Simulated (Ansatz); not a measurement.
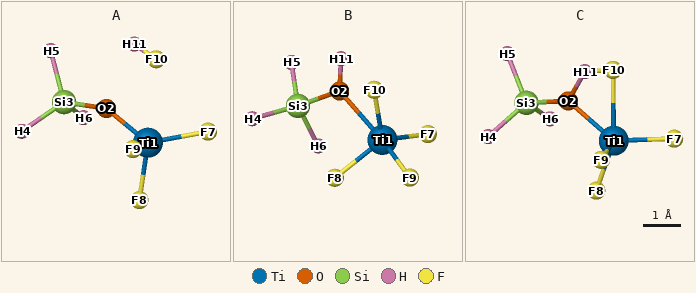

3 geometries from a converged minimum-energy path of TiSiH4OF4, made up at the start of TiSiH₃OF₃ and HF, shuffled. A ball-and-stick model, seen from a free direction.

Level of theory: Ansatz, RHF/def2-SVP. Set-up: 9 movable images; climbing image; force threshold 0.03 eV/Å; iteration limit 60; starting path through a guess of the saddle point.

Which frame is the transition state?

C. In order along the path, whose images run from 0 to 10: A (image 3, +0.1 kcal/mol), C (image 5, +14.5 kcal/mol), B (image 10, −10.7 kcal/mol). Breaking: F10–H11 (0.91 → 1.14 at the top → 2.42 Å). Forming: O2–H11 (2.50 → 1.18 at the top → 0.95 Å), Ti1–F10 (2.48 → 2.05 at the top → 1.75 Å).

Limits of the set-up: Hartree-Fock leaves out electron correlation.
